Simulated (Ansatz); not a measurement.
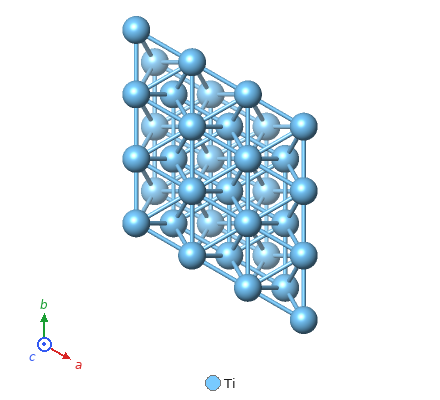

Ti (P6_3/mmc, No. 194): the input geometry of a calculation; the starting structure was generated, so it need not be a known form of this composition.

```
Ti
1.0
     2.93432    0.00000    0.00000
    -1.46716    2.54119    0.00000
     0.00000    0.00000    9.38801
Ti
4
Direct
  0.00000 0.00000 0.00000
  0.00000 0.00000 0.50000
  0.33333 0.66667 0.25000
  0.66667 0.33333 0.75000
```

**What will a dark-field STEM-like image along [001] show? Simulated incoherent Z contrast: every atom adds Z^1.7 spread by a probe of 1.17 Å full width; channelling and multiple scattering are left out. The probe carries 25 % of its weight in a tail 2.5 times as wide. The display is stretched by a gamma of 0.8; percentages refer to the linear signal.**

The columns repeat on a hexagonal net with a repeat of 2.93 Å (plane group p6mm). The brightest columns hold 2 Ti per repeat; in falling brightness follow 1 Ti (about 35 %). Brightness is counted from the darkest point of the image. The shortest distance between visible columns is 1.69 Å in projection. Along the beam the structure repeats every 9.39 Å.

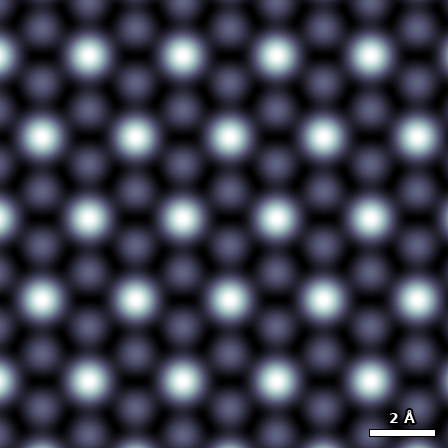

The simulated image.
